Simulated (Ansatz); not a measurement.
# SiH2F2 (SiF2H2): the energy, rung by rung

SiH2F2 has 5 atoms, charge 0, and is taken as a singlet. SMILES: `[H][Si]([H])(F)F`. Geometry: relaxed at GFN2-xTB.

```tsv
atom	x (Å)	y (Å)	z (Å)
Si	-0.0914	0.0006	-0.0643
F	0.0092	-0.0188	1.5265
F	1.4360	0.0106	-0.5197
H	-0.6801	1.2578	-0.4555
H	-0.6737	-1.2502	-0.4869
```

Each level gives the energy change with the Si1–F2 bond stretched from 1.594 to 2.391 Å (eV). The values are calculated.

```
                        level                    kind  program  value (eV)  less FCI/STO-3G  CPU time (all runs)
       HF/STO-3G (restricted)            Hartree–Fock   Ansatz        4.99            +2.01               0.22 s
    SVWN5/STO-3G (restricted)                     LDA   Ansatz        3.47            +0.49                1.6 s
     BLYP/STO-3G (restricted)                     GGA   Ansatz        3.05            +0.07                2.5 s
      PBE/STO-3G (restricted)                     GGA   Ansatz        3.13            +0.15                2.5 s
   revPBE/STO-3G (restricted)                     GGA   Ansatz        3.00            +0.02                2.5 s
     PBE0/STO-3G (restricted)           global hybrid   Ansatz        3.66            +0.68                2.4 s
CAM-B3LYP/STO-3G (restricted)  range-separated hybrid   Ansatz        3.85            +0.87                2.9 s
  wB97M-V/STO-3G (restricted)  range-separated hybrid   Ansatz        3.89            +0.91                 39 s
                   FCI/STO-3G      exact in the basis   Ansatz        2.98             0.00                8.2 s
```

FCI/STO-3G is exact within its basis and frozen core, so for wave-function methods in that basis the difference is their error; functionals converge differently with the basis, so for them it is only a difference. Spin-restricted single references rise too steeply as a bond breaks, Hartree–Fock most of all. The first shape isn't each level's own minimum. The values span 2.98 to 4.99 eV. All rows use very small basis sets, so even the best lies far from the true value. CPU times are rough (shared hosts, several kinds of processor): they show what a rung costs within a factor of a few.

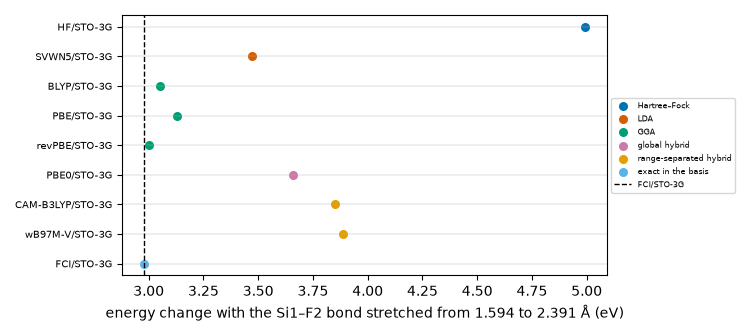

The values of the table, level by level.
